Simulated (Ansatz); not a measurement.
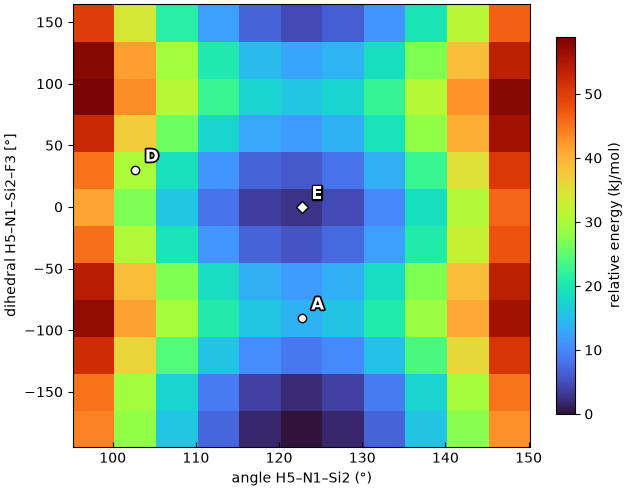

BrFH2NSi, SMILES N[Si](F)Br, spin multiplicity 2. Coordinates scanned: (1) angle H5–N1–Si2; (2) dihedral H5–N1–Si2–F3. Nothing is relaxed (all other coordinates rigid). The scan uses an 11 × 12 grid. Points are written as (first, second). All energies are given in kJ/mol relative to the lowest grid point. Theory: UKS r2SCAN0-D4/def2-SVP (Ansatz 0.2.0).

Drawn: one coloured cell a grid point, lettered points.

### Rank the lettered points by energy, lowest first.

E (2.5 kJ/mol), A (13.9 kJ/mol), D (30.3 kJ/mol).

### What kind of point is each of A, D, E: minimum, saddle, maximum or slope?

A: saddle point; D: on a slope; E: minimum. (In these two coordinates alone; a stationary point may lie a little off the grid point.)
